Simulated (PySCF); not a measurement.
Molecule: SMILES [CH3][Ge][O]C (C2H6GeO). Atoms near the plane z = 0.6 Å, at the CAM-B3LYP/def2-SVP optimised geometry (x, y, z in Å): Ge1 (-1.0, -1.2, 0.0), C2 (-1.3, 0.7, 0.0), H3 (-2.4, 0.9, 0.0), H5 (-0.9, 1.2, 0.9), O6 (0.8, -1.2, 0.0), C7 (1.8, -0.2, 0.0), H8 (1.3, 0.8, 0.0), H9 (2.4, -0.3, 0.9).

Method: CAM-B3LYP/def2-TZVP run with PySCF 2.14.0. The values are rescaled to run from 0 to 1.

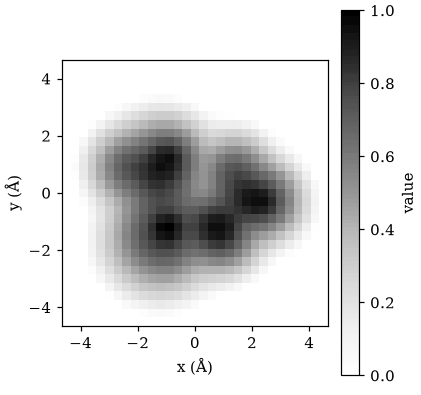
Figure. a field on the plane z = 0.6 Å.

Problem. Which quantity is mapped?
A. deformation density (molecule minus spherical neutral atoms)
B. electrostatic potential
C. an orbital amplitude
D. log10 of the electron density

Solution. D, log10 of the electron density. In full: log10 of the electron density (e/bohr³), floored at −4.
